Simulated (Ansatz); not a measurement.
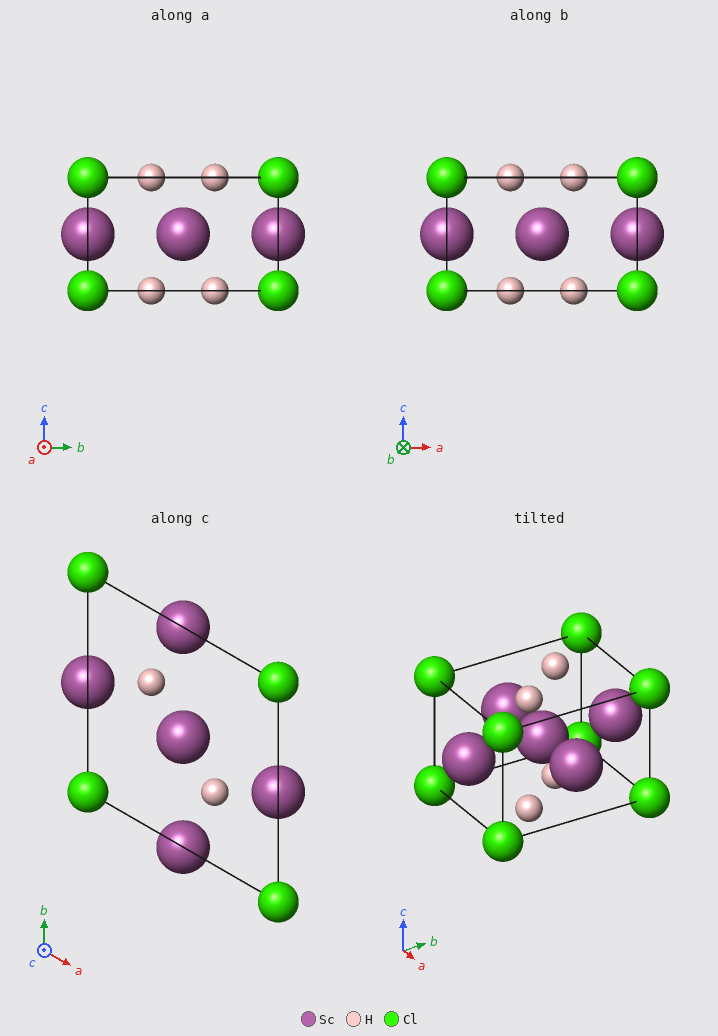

Spheres-only drawing of the structure, looking along the a axis, along the b axis, along the c axis and slightly off an axis. The lines enclose the conventional unit cell; boundary atoms appear with their images.

Lattice parameters: a = 5.992 Å, b = 5.992 Å, c = 3.085 Å, α = 90.00°, β = 90.00°, γ = 120.00°.

Set out the cell and atoms as a table of Wyckoff sites.

Space group P6/mmm (No. 191).
```
atom  site       x       y       z
  Sc    3g  0.5000  0.5000  0.5000
   H    2c  0.3333  0.6667  0.0000
  Cl    1a  0.0000  0.0000  0.0000
```

The initial geometry was a structure type filled with these elements by a generator (whether the compound takes this form wasn't checked). Earlier steps of the study may have refined or changed the cell and positions. It went into a calculation with Ansatz.
